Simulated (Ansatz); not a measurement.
System: C2H4AlNO.

```xyz
9

N     0.4770    2.1650   -1.0101
C     0.7049    0.9704   -0.8193
C     1.0646   -0.2586   -0.4834
O     0.4451   -1.0253    0.4396
Al   -1.0354   -1.1322    1.2950
H    -0.1968    2.3505   -1.7636
H     1.9239   -0.7107   -0.9892
H    -2.2143   -0.1424    0.9199
H    -1.0806   -2.2627    2.3942
```

Computed with RKS PBE0-D4/def2-SVP (Ansatz 0.2.0).

Question: What can the converged electron density and electron localisation function tell about the bonding?

Answer: C–N (1.23 Å): the density is about 3 e/Å³ at the midpoint; the ELF peaks at about 0.90 between the atoms: a multiple bond.
C–C (1.32 Å): the density is about 2.2 e/Å³ at the midpoint; the ELF peaks at about 0.90 between the atoms (a short, multiple covalent bond).
C–O (1.35 Å): ρ is about 2.3 e/Å³ halfway, with its minimum of 1.9 e/Å³ about 0.5 Å from C; the ELF peaks at about 0.90 between the atoms: a shared but strongly polarised pair.
C–H (1.09 Å): the density is about 2 e/Å³ at the midpoint; the ELF climbs to about 1 towards the hydrogen, as it does in any bond to H (a covalent bond by its length).

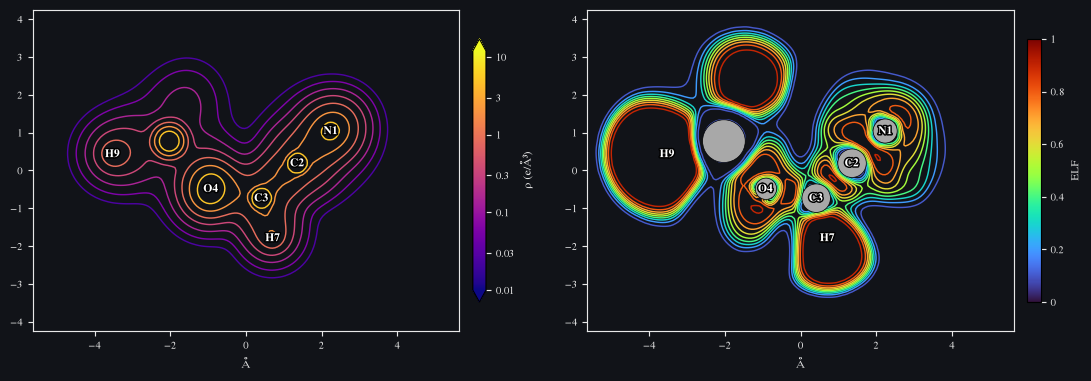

Computed electron density and electron localisation function on the plane of atoms O4, C3 and H7, in this order. Grey discs cover the atomic cores in the ELF map. 
